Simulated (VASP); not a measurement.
# A VASP study of MgCdSeS (SCAN): structure first, properties next, part 2 of 3

Wanted: the relaxed cell of MgCdSeS and its properties. The cell is invented: it takes the structure of a Materials Project entry for ZnCdSeS (space group 156 there), with some of its atoms replaced by other elements, volume scaled by an estimate. It may not be a known or stable phase. Left out of this account: 2 further runs (phonons: its modes failed a check; core levels: core levels are not valid at this level).

VASP 6.6.1; SCAN; plane waves and PAW (Cd, Se, S, Mg); invented cell.

So far, gap on the k-mesh (eV): step 2 (rough relaxation of the start cell) 1.88. The relaxed cell has a = 4.147, c = 6.822 Å (conventional setting).

## 3. Relaxing cell and atoms (SCAN)

Properties are meant for the cell that this level of theory prefers, so cell and atoms are relaxed first (ISIF = 3) until forces and stress are small; EDIFFG sets the threshold.

File INCAR:

```
SYSTEM = MgCdSeS
PREC = Accurate
ENCUT = 400
EDIFF = 1E-06
NELM = 100
ISMEAR = 0
SIGMA = 0.05
LREAL = .FALSE.
ALGO = Normal
METAGGA = SCAN
LASPH = .TRUE.
NBANDS = 19
LORBIT = 11
LWAVE = .FALSE.
LCHARG = .FALSE.
KPAR = 2
IBRION = 2
NSW = 60
ISIF = 3
EDIFFG = -0.01
```

File POSCAR:

```
MgCdSeS
1.0
    4.1472563620     -0.0000000034      0.0000000000
   -2.0736286869      3.5916295400      0.0000000000
    0.0000000000      0.0000000000      6.8222279430
Cd Se S Mg
1 1 1 1
Direct
    0.0000000000      0.0000000000      0.5163581467
    0.3333333300      0.6666666700      0.3629226270
    0.0000000000      0.0000000000      0.8869446246
    0.3333333300      0.6666666700      0.9857746017
```

File KPOINTS:

```
Automatic mesh
0
Gamma
6 6 4
0 0 0
```

PAW data sets: Cd, Se, S and Mg (PBE family, release 64).

Launch:

```console
$ mpirun -np 2 vasp_std
```

The program printed:

```text
[banner, memory and clock lines left out]
running    2 mpi-ranks, on    1 nodes
 distrk:  each k-point on    1 cores,    2 groups
 distr:  one band on    1 cores,    1 groups

 POSCAR found type information on POSCAR CdSeS Mg
 POSCAR found :  4 types and       4 ions
 [... a notice as in an earlier step ...]

 LDA part: xc-table for (None), standard interpolation
 POSCAR, INCAR and KPOINTS ok, starting setup
 FFT: planning ... GRIDC
 FFT: planning ... GRID_SOFT
 FFT: planning ... GRID
 WAVECAR not read
 entering main loop
       N       E                     dE             d eps       ncg     rms          rms(c)
DAV:   1     0.655211528064E+02    0.65521E+02   -0.10226E+04   912   0.976E+02
DAV:   2    -0.685504260103E+02   -0.13407E+03   -0.13022E+03  1054   0.244E+02
DAV:   3    -0.764372080023E+02   -0.78868E+01   -0.78590E+01  1110   0.590E+01
DAV:   4    -0.765091931840E+02   -0.71985E-01   -0.71957E-01  1124   0.573E+00
DAV:   5    -0.765100370087E+02   -0.84382E-03   -0.84380E-03  1186   0.601E-01    0.754E+00
DAV:   6    -0.695626474773E+02    0.69474E+01   -0.56442E+00   993   0.309E+01    0.877E+00
DAV:   7    -0.695742155228E+02   -0.11568E-01   -0.59076E-01  1063   0.638E+00    0.607E+00
DAV:   8    -0.696026973538E+02   -0.28482E-01   -0.16149E-01   972   0.353E+00    0.153E+00
DAV:   9    -0.696100979884E+02   -0.74006E-02   -0.18968E-02  1096   0.992E-01    0.204E-01
DAV:  10    -0.696099776435E+02    0.12034E-03   -0.25222E-03   989   0.434E-01    0.156E-01
DAV:  11    -0.696100411297E+02   -0.63486E-04   -0.19115E-04  1066   0.156E-01    0.902E-02
DAV:  12    -0.696100570734E+02   -0.15944E-04   -0.10210E-04   942   0.865E-02    0.107E-02
DAV:  13    -0.696100544576E+02    0.26157E-05   -0.41030E-06  1132   0.138E-02    0.877E-03
DAV:  14    -0.696100559956E+02   -0.15380E-05   -0.22610E-06   838   0.103E-02    0.207E-03
DAV:  15    -0.696100582673E+02   -0.22717E-05   -0.40358E-07   492   0.611E-03    0.205E-03
DAV:  16    -0.696100588706E+02   -0.60329E-06   -0.74193E-08   474   0.176E-03
   1 F= -.69610059E+02 E0= -.69610059E+02  d E =-.696101E+02
 curvature:   0.00 expect dE= 0.000E+00 dE for cont linesearch  0.000E+00
 trial: gam= 0.00000 g(F)=  0.242E-03 g(S)=  0.609E-04 ort = 0.000E+00 (trialstep = 0.100E+01)
 search vector abs. value=  0.302E-03
 bond charge predicted
       N       E                     dE             d eps       ncg     rms          rms(c)
DAV:   1    -0.696103183434E+02   -0.26008E-03   -0.87458E-02   918   0.183E+00    0.120E-01
DAV:   2    -0.696104151092E+02   -0.96766E-04   -0.14307E-03  1026   0.347E-01    0.630E-02
DAV:   3    -0.696103748833E+02    0.40226E-04   -0.65587E-05  1093   0.642E-02    0.403E-02
DAV:   4    -0.696103424800E+02    0.32403E-04   -0.12718E-05  1146   0.269E-02    0.176E-02
DAV:   5    -0.696103229348E+02    0.19545E-04   -0.45833E-06  1164   0.161E-02    0.506E-03
DAV:   6    -0.696103192246E+02    0.37102E-05   -0.52614E-07   489   0.579E-03    0.187E-03
DAV:   7    -0.696103197582E+02   -0.53357E-06   -0.82780E-08   468   0.206E-03
   2 F= -.69610320E+02 E0= -.69610320E+02  d E =-.260888E-03
[... from here on, the cycles between the ionic steps are left out ...]
   3 F= -.69610439E+02 E0= -.69610439E+02  d E =-.379690E-03
   4 F= -.69610499E+02 E0= -.69610499E+02  d E =-.440560E-03
   5 F= -.69610506E+02 E0= -.69610506E+02  d E =-.446807E-03
   6 F= -.69610615E+02 E0= -.69610615E+02  d E =-.109380E-03
   7 F= -.69610613E+02 E0= -.69610613E+02  d E =-.107217E-03
   8 F= -.69610651E+02 E0= -.69610651E+02  d E =-.381356E-04
   9 F= -.69610665E+02 E0= -.69610665E+02  d E =-.524861E-04
 curvature:  -1.65 expect dE=-0.273E-04 dE for cont linesearch -0.231E-07
 trial: gam= 0.34486 g(F)=  0.892E-05 g(S)=  0.761E-05 ort =-0.101E-05 (trialstep = 0.131E+01)
 search vector abs. value=  0.245E-04
 bond charge predicted
       N       E                     dE             d eps       ncg     rms          rms(c)
DAV:   1    -0.696106733334E+02   -0.85234E-05   -0.10487E-03   930   0.187E-01    0.212E-02
DAV:   2    -0.696106693797E+02    0.39537E-05   -0.54656E-05  1051   0.521E-02    0.933E-03
DAV:   3    -0.696106709729E+02   -0.15932E-05   -0.10868E-06   837   0.867E-03    0.610E-03
DAV:   4    -0.696106746377E+02   -0.36648E-05   -0.10579E-06   521   0.764E-03    0.162E-03
DAV:   5    -0.696106753964E+02   -0.75870E-06   -0.25817E-07   468   0.375E-03
  10 F= -.69610675E+02 E0= -.69610675E+02  d E =-.100159E-04
 trial-energy change:   -0.000010  1 .order   -0.000011   -0.000021   -0.000001
 step:   1.3832(harm=  1.3832)  dis= 0.00072  next Energy=   -69.610677 (dE=-0.112E-04)
 reached required accuracy - stopping structural energy minimisation
```

Wall time 5.1 min (2 MPI ranks of AMD EPYC 9R14 (Zen 4), shared host); peak memory 0.41 GiB.

Parts of OUTCAR (step 3):

```text
  LATTYP: Found a hexagonal cell.
 ALAT       =     4.1472563620
 C/A-ratio  =     1.6449978847

The static configuration has the point symmetry C_3v.

 Found     24 irreducible k-points:

   k-points           NKPTS =     24   k-points in BZ     NKDIM =     24   number of bands    NBANDS=     19

   dimension x,y,z NGX =    28 NGY =   28 NGZ =   48
   dimension x,y,z NGXF=    56 NGYF=   56 NGZF=   96

   ENCUT  =  400.0 eV  29.40 Ry    5.42 a.u.   6.76  6.76 11.13*2*pi/ulx,y,z

   NELECT =      26.0000    total number of electrons

 E-fermi :   1.4777

 k-point     1 :       0.0000    0.0000    0.0000
  band No.  band energies     occupation
    ...
      9      -0.4605      2.00000
     10      -0.4605      2.00000
     11       0.6493      2.00000
     12       1.2206      2.00000
     13       1.2206      2.00000
     14       3.1233      0.00000
     15       4.8768      0.00000
     16       7.9730      0.00000
     17       7.9730      0.00000
     18       8.1605      0.00000
    ...

 k-point     2 :       0.1667   -0.0000    0.0000
  band No.  band energies     occupation
    ...
      9      -1.1398      2.00000
     10      -0.6138      2.00000
     11      -0.0806      2.00000
     12       0.5732      2.00000
     13       0.9864      2.00000
     14       4.1743      0.00000
     15       5.6283      0.00000
     16       7.3253      0.00000
     17       7.9454      0.00000
     18       8.3749      0.00000
    ...

  Total       -0.0012457     -0.0012457     -0.0027128      0.0000000     -0.0000000     -0.0000000
  in kB       -0.0196212     -0.0196212     -0.0427296      0.0000000     -0.0000000     -0.0000000
  external PRESSURE =      -0.0273240 kB  Pullay stress =       0.0000000 kB

  energy-cutoff  :      400.00
  volume of cell :      101.72
      direct lattice vectors                 reciprocal lattice vectors
     4.156567416 -0.000000005  0.000000000     0.240583130  0.138900762 -0.000000000
    -2.078284216  3.599693151 -0.000000000     0.000000000  0.277801457 -0.000000000
     0.000000000  0.000000000  6.798214891    -0.000000000  0.000000000  0.147097439

 POSITION                                       TOTAL-FORCE (eV/Angst)
 -----------------------------------------------------------------------------------
     -2.07828      3.59969      3.50012         0.000000      0.000000      0.001915
     -0.00000      2.39980      2.47267        -0.000000     -0.000000     -0.004829
      4.15657     -0.00000      6.03832         0.000000      0.000000      0.003835
     -0.00000      2.39980      6.69758        -0.000000     -0.000000     -0.000921
 -----------------------------------------------------------------------------------
    total drift:                                0.000003      0.000011      0.051843

  FREE ENERGIE OF THE ION-ELECTRON SYSTEM (eV)
  ---------------------------------------------------
  free  energy   TOTEN  =       -69.6106753964 eV

  energy  without entropy=      -69.6106753964  energy(sigma->0) =      -69.61067540

 total charge
# of ion       s       p       d       tot
------------------------------------------
    1        0.431   0.328   9.570  10.329
    2        1.437   2.488   0.020   3.945
    3        1.305   2.485   0.000   3.789
    4        0.148   0.131   0.032   0.311
--------------------------------------------------
tot          3.321   5.431   9.622  18.374

[... 2 parts as in an earlier step ...]

[... 7 further parts left out ...]
```

CONTCAR:

```
MgCdSeS
   1.00000000000000
     4.1565674156024341   -0.0000000047267744    0.0000000000000000
    -2.0782842159794281    3.5996931507829659   -0.0000000000000000
     0.0000000000000000    0.0000000000000000    6.7982148911932656
  Cd              Se              S               Mg
     1     1     1     1
Direct
     0.0000000000000000    1.0000000000000000    0.5148580699685457
     0.3333333300000021    0.6666666699999979    0.3637238989486694
     1.0000000000000000    0.0000000000000000    0.8882208389197276
     0.3333333300000021    0.6666666699999979    0.9851971921630597
```

Relaxation path:

```
step  energy less that of the first step (eV)  largest force (eV/Å)  pressure (GPa)  volume (Å³)
   1                                   0.0000                0.0557            0.04       101.62
   2                                  -0.0003                0.0376           -0.01       101.72
   3                                  -0.0004                0.0246           -0.05       101.79
   4                                  -0.0004                0.0195           -0.13       101.94
   5                                  -0.0004                0.0183           -0.10       101.89
   6                                  -0.0006                0.0179           -0.01       101.73
   7                                  -0.0006                0.0201            0.03       101.67
   8                                  -0.0006                0.0156            0.01       101.69
   9                                  -0.0006                0.0100           -0.01       101.73
  10                                  -0.0006                0.0048            0.00       101.72
```

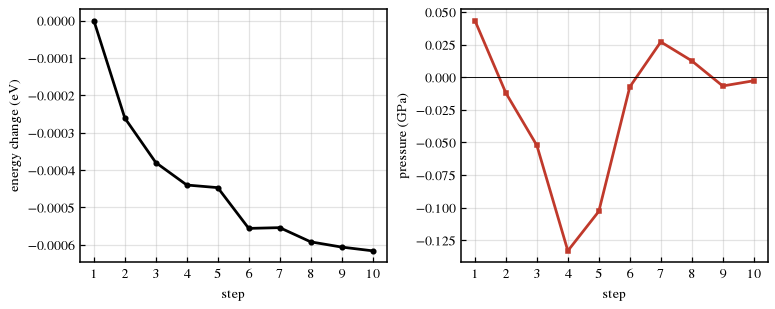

Energy and pressure along the relaxation.

```
conventional cell, symmetrised  before  after  change
                         a (Å)   4.147  4.157  +0.2 %
                         b (Å)   4.147  4.157  +0.2 %
                         c (Å)   6.822  6.798  -0.4 %
              volume (Å³/atom)   25.40  25.43  +0.1 %
```

The atoms that moved most (Å, as changes of fractional coordinates times the final cell):

```
atom     dx     dy      dz  length
 Cd1  0.000  0.000  -0.010   0.010
  S3  0.000  0.000   0.009   0.009
 Se2  0.000  0.000   0.005   0.005
```

The relaxed structure:

```cif
data_structure
_symmetry_space_group_name_H-M 'P 1'
_symmetry_Int_Tables_number 1
_cell_length_a 4.1566
_cell_length_b 4.1566
_cell_length_c 6.7982
_cell_angle_alpha 90.000
_cell_angle_beta 90.000
_cell_angle_gamma 120.000
_cell_volume 101.72
loop_
_atom_site_label
_atom_site_type_symbol
_atom_site_fract_x
_atom_site_fract_y
_atom_site_fract_z
_atom_site_occupancy
Cd1 Cd 0.00000 0.00000 0.51486 1
Se2 Se 0.33333 0.66667 0.36372 1
S3 S 0.00000 0.00000 0.88822 1
Mg4 Mg 0.33333 0.66667 0.98520 1
```

This step gave:

```yaml
irreducible_k_points: 24
free_energy_toten: -69.6107 eV
fermi_energy: 1.478 eV
pressure: -0.002732 GPa
scf_cycles_over_all_ionic_steps: 78
gap_on_the_k_mesh: 1.903 eV
least_direct_gap_on_the_k_mesh: 1.903 eV
```

It ends with a largest force of 0.005 eV/Å and a pressure of 0.00 GPa.

## 4. Single point with fields (SCAN)

The relaxed cell gets a fresh self-consistent run, on a basis set for its own volume, to fix the density and to check the remaining stress.

Edit INCAR of step 3 so:

```diff
@@ -14,7 +14,5 @@
 LWAVE = .FALSE.
-LCHARG = .FALSE.
-KPAR = 2
-IBRION = 2
-NSW = 60
-ISIF = 3
-EDIFFG = -0.01
+LCHARG = .TRUE.
+ISIF = 2
+LELF = .TRUE.
+LVHAR = .TRUE.
```

File POSCAR:

```
MgCdSeS
1.0
    4.1565674156     -0.0000000047      0.0000000000
   -2.0782842160      3.5996931508      0.0000000000
    0.0000000000      0.0000000000      6.7982148912
Cd Se S Mg
1 1 1 1
Direct
    0.0000000000      0.0000000000      0.5148580700
    0.3333333300      0.6666666700      0.3637238989
    0.0000000000      0.0000000000      0.8882208389
    0.3333333300      0.6666666700      0.9851971922
```

KPOINTS is that of step 3.

Launch:

```console
$ mpirun -np 2 vasp_std
```

The program printed:

```text
[banner, memory and clock lines left out]
running    2 mpi-ranks, on    1 nodes
 distrk:  each k-point on    2 cores,    1 groups
 distr:  one band on    1 cores,    2 groups

 POSCAR found type information on POSCAR CdSeS Mg
 POSCAR found :  4 types and       4 ions
 [... a notice as in an earlier step ...]

 LDA part: xc-table for (None), standard interpolation
|                                                                             |
|           W    W    AA    RRRRR   N    N  II  N    N   GGGG   !!!           |
|           W    W   A  A   R    R  NN   N  II  NN   N  G    G  !!!           |
|           W    W  A    A  R    R  N N  N  II  N N  N  G       !!!           |
|           W WW W  AAAAAA  RRRRR   N  N N  II  N  N N  G  GGG   !            |
|           WW  WW  A    A  R   R   N   NN  II  N   NN  G    G                |
|           W    W  A    A  R    R  N    N  II  N    N   GGGG   !!!           |
|                                                                             |
|     The number of bands has been changed from the values supplied in        |
|     The orbitals not found in the WAVECAR file will be initialized with     |
|     random numbers, which is usually adequate. For correlated               |
|     calculations, however, you should redo the groundstate calculation.     |
|     I found NBANDS = 19. Now, NBANDS = 20.                                  |
|                                                                             |

 POSCAR, INCAR and KPOINTS ok, starting setup
 FFT: planning ... GRIDC
 FFT: planning ... GRID_SOFT
 FFT: planning ... GRID
 WAVECAR not read
 entering main loop
       N       E                     dE             d eps       ncg     rms          rms(c)
DAV:   1     0.612120130400E+02    0.61212E+02   -0.10032E+04   960   0.925E+02
DAV:   2    -0.690908625592E+02   -0.13030E+03   -0.12617E+03  1116   0.233E+02
DAV:   3    -0.764418881257E+02   -0.73510E+01   -0.73234E+01  1168   0.555E+01
DAV:   4    -0.765047373707E+02   -0.62849E-01   -0.62832E-01  1152   0.529E+00
DAV:   5    -0.765054520523E+02   -0.71468E-03   -0.71467E-03  1200   0.555E-01    0.753E+00
DAV:   6    -0.695641103925E+02    0.69413E+01   -0.55136E+00  1056   0.293E+01    0.875E+00
DAV:   7    -0.695747749509E+02   -0.10665E-01   -0.57447E-01  1104   0.604E+00    0.604E+00
DAV:   8    -0.696033688910E+02   -0.28594E-01   -0.15720E-01  1032   0.332E+00    0.152E+00
DAV:   9    -0.696108351247E+02   -0.74662E-02   -0.17731E-02  1160   0.926E-01    0.207E-01
DAV:  10    -0.696107546203E+02    0.80504E-04   -0.24064E-03  1064   0.407E-01    0.158E-01
DAV:  11    -0.696108152328E+02   -0.60613E-04   -0.18421E-04  1112   0.146E-01    0.908E-02
DAV:  12    -0.696108305263E+02   -0.15293E-04   -0.92941E-05  1036   0.774E-02    0.105E-02
DAV:  13    -0.696108297346E+02    0.79170E-06   -0.40281E-06  1184   0.128E-02
   1 F= -.69610830E+02 E0= -.69610830E+02  d E =-.617517E-12
```

Wall time 48 s (2 MPI ranks); peak memory 0.32 GiB; 95 s of CPU time.

From OUTCAR (step 4):

```text
  LATTYP: Found a hexagonal cell.
 ALAT       =     4.1565674156
 C/A-ratio  =     1.6355358187

The static configuration has the point symmetry C_3v.

 Found     24 irreducible k-points:

   k-points           NKPTS =     24   k-points in BZ     NKDIM =     24   number of bands    NBANDS=     20

   ENCUT  =  400.0 eV  29.40 Ry    5.42 a.u.   6.78  6.78 11.09*2*pi/ulx,y,z

   NELECT =      26.0000    total number of electrons

 E-fermi :   1.4449

 k-point     1 :       0.0000    0.0000    0.0000
  band No.  band energies     occupation
    ...
      9      -0.4604      2.00000
     10      -0.4604      2.00000
     11       0.6489      2.00000
     12       1.2198      2.00000
     13       1.2199      2.00000
     14       3.1230      0.00000
     15       4.8767      0.00000
     16       7.9729      0.00000
     17       7.9729      0.00000
     18       8.1603      0.00000
    ...

 k-point     2 :       0.1667    0.0000    0.0000
  band No.  band energies     occupation
    ...
      9      -1.1397      2.00000
     10      -0.6137      2.00000
     11      -0.0812      2.00000
     12       0.5727      2.00000
     13       0.9857      2.00000
     14       4.1740      0.00000
     15       5.6281      0.00000
     16       7.3251      0.00000
     17       7.9453      0.00000
     18       8.3747      0.00000
    ...

  Total        0.0173135      0.0173135      0.0122583     -0.0000000      0.0000000      0.0000000
  in kB        0.2727093      0.2727094      0.1930833     -0.0000000      0.0000000      0.0000000
  external PRESSURE =       0.2461673 kB  Pullay stress =       0.0000000 kB

  energy-cutoff  :      400.00
  volume of cell :      101.72
      direct lattice vectors                 reciprocal lattice vectors
     4.156567416 -0.000000005  0.000000000     0.240583130  0.138900762  0.000000000
    -2.078284216  3.599693151  0.000000000     0.000000000  0.277801457  0.000000000
     0.000000000  0.000000000  6.798214891     0.000000000  0.000000000  0.147097439

 POSITION                                       TOTAL-FORCE (eV/Angst)
 -----------------------------------------------------------------------------------
      0.00000      0.00000      3.50012        -0.000000      0.000000      0.001548
     -0.00000      2.39980      2.47267        -0.000000     -0.000000     -0.004789
      0.00000      0.00000      6.03832         0.000000      0.000000      0.003855
     -0.00000      2.39980      6.69758        -0.000000      0.000000     -0.000614
 -----------------------------------------------------------------------------------
    total drift:                                0.000003      0.000011      0.050743

  FREE ENERGIE OF THE ION-ELECTRON SYSTEM (eV)
  ---------------------------------------------------
  free  energy   TOTEN  =       -69.6108297346 eV

  energy  without entropy=      -69.6108297346  energy(sigma->0) =      -69.61082973

 total charge
# of ion       s       p       d       tot
------------------------------------------
    1        0.431   0.328   9.570  10.329
    2        1.437   2.488   0.020   3.945
    3        1.305   2.485   0.000   3.789
    4        0.148   0.131   0.032   0.311
--------------------------------------------------
tot          3.321   5.431   9.622  18.375

[... 2 parts as in an earlier step ...]

[... 7 further parts left out ...]
```

This step gave:

| Item | Value |
| --- | --- |
| SCF cycles | 13 |
| bands | 20 |
| free energy (TOTEN) | -69.6108 eV |
| Fermi energy | 1.445 eV |
| pressure | 0.02462 GPa |

Valence electrons inside each PAW sphere by angular momentum. Sphere charges, by row:

```
atom  s (e)  p (e)  d (e)  tot (e)
 Cd1  0.431  0.328   9.57    10.33
 Se2  1.437  2.488   0.02    3.945
  S3  1.305  2.485      0    3.789
 Mg4  0.148  0.131  0.032    0.311
```

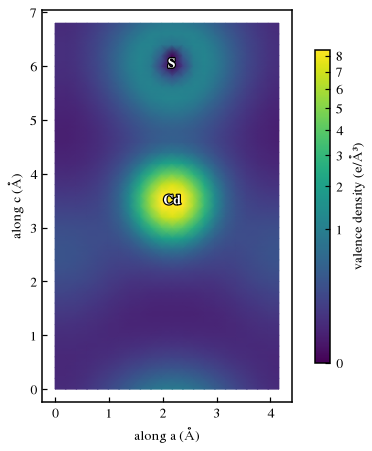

Valence density in the ac plane at fractional y = 0.000, with atoms of Cd and S within 0.2 Å of it. It is the smooth field of the valence electrons, not physical close to the nuclei. The map starts off the cell's origin, so that atoms lie inside it. The colour scale is stretched toward low values.

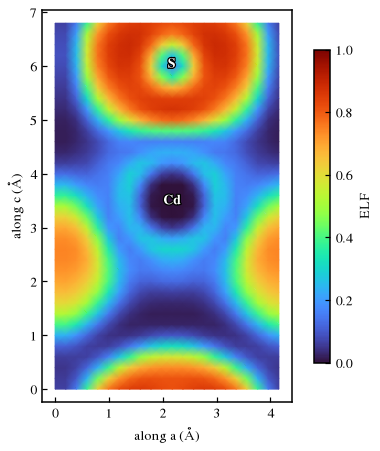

ELF in the ac plane at fractional y = 0.000, with atoms of Cd and S within 0.2 Å of it. It is the smooth field of the valence electrons, not physical close to the nuclei. The map starts off the cell's origin, so that atoms lie inside it.

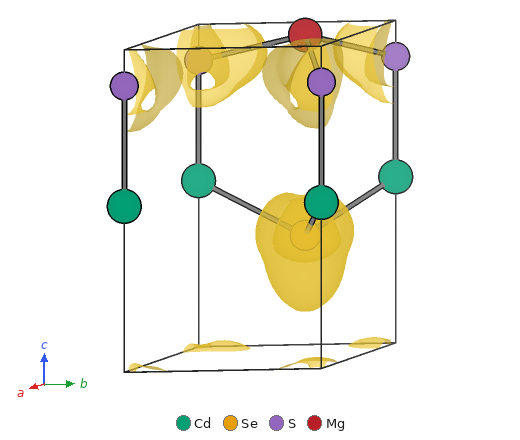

Surface of ELF = 0.83.

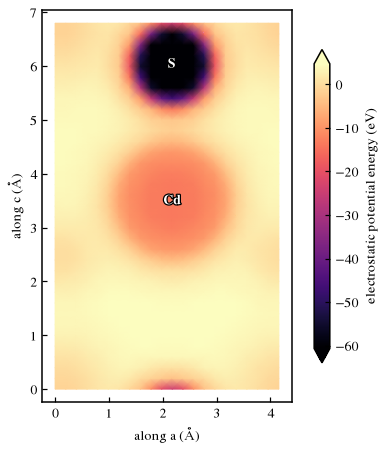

Electrostatic potential energy in the ac plane at fractional y = 0.000, with atoms of Cd and S within 0.2 Å of it. With pseudopotentials it is smooth inside the atoms' cores, unlike the true potential. The map starts off the cell's origin, so that atoms lie inside it.

In this run the pressure is 0.02 GPa, small enough to go on.

(Continued in part 3 of 3.)

[Lines on the potential files, build, host, timing and source positions are cut from VASP's logs without a mark.]

[Logs are printed without paths, hosts, clocks, repeated set-up lines and the standing remarks that a program may print on its own settings, such as how far it seeks lower states.]

[Hosts, paths, dates, database ids (printed as entryN), source tags and the programs' standing remarks are cut or masked in the printed files.]

[A measured line is paired with the nearest computed mode of its activity, which favours agreement.]
